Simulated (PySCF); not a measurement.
SMILES [SiH3][SiH2][SeH] (H6SeSi2), CAM-B3LYP/def2-SVP optimised geometry. Atoms within 1.6 Å of the plane z = 0.0 Å (x, y, z in Å): Si1 (1.30, -0.56, 0.00), Si2 (-1.04, -0.56, 0.00), Se3 (-1.84, 1.59, 0.00), H4 (1.79, 0.18, 1.19), H5 (1.84, -1.96, 0.05), H6 (1.80, 0.11, -1.23), H7 (-1.58, -1.15, -1.26), H8 (-1.57, -1.34, 1.15), H9 (-1.13, 1.96, 1.23).

Computed with CAM-B3LYP/def2-TZVP in PySCF. Cells within 0.4 Å of a nucleus heavier than hydrogen are left out (blank, or x).

Map of the deformation density (molecule minus spherical neutral atoms) (e/bohr³) on the plane z = 0.0 Å:

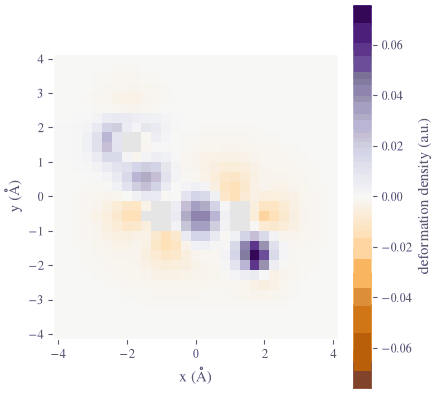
Figure: Deformation density (molecule minus spherical neutral atoms) (e/bohr³) on the plane z = 0.0 Å.
